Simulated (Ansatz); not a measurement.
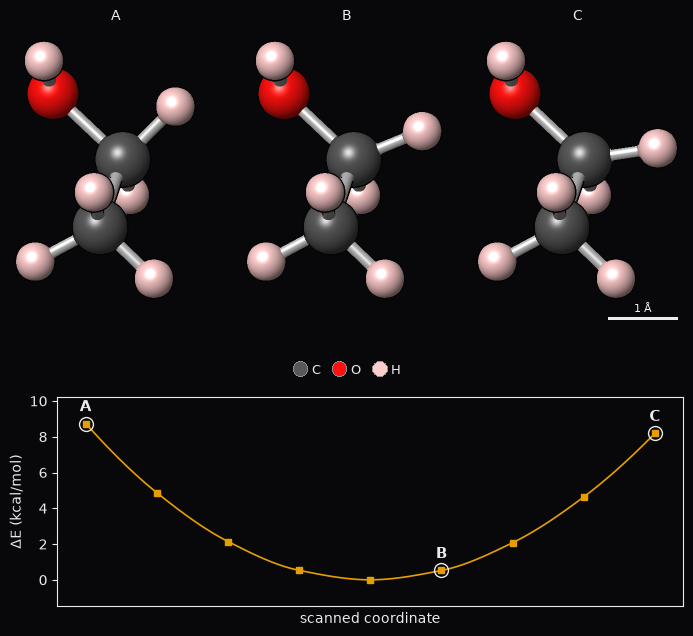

A scan of C₂H₆O along one coordinate. A ball-and-stick model, seen onto the plane of the angle, with a slight tilt.

Computed with Ansatz: CCSD(T), basis def2-TZVPP, on geometries moved rigidly from the minimum at PBE0-D4/def2-TZVP. Coupled cluster with a frozen core. Energies are counted from the PBE0-D4/def2-TZVP minimum geometry at the same level.

**Which coordinate changes from frame to frame?**

One H–C–O angle is varied, with the rest of the molecule carried along rigidly. In the frames the angle is 92.8° (A), 115.3° (B), 128.8° (C). Of the computed points the lowest is at the angle 110.8°, 0.0 kcal/mol. At the ends of the scan the energy is 8.7 kcal/mol (92.8°) and 8.2 kcal/mol (128.8°). The curvature at the lowest point is about 7.4 eV/rad².
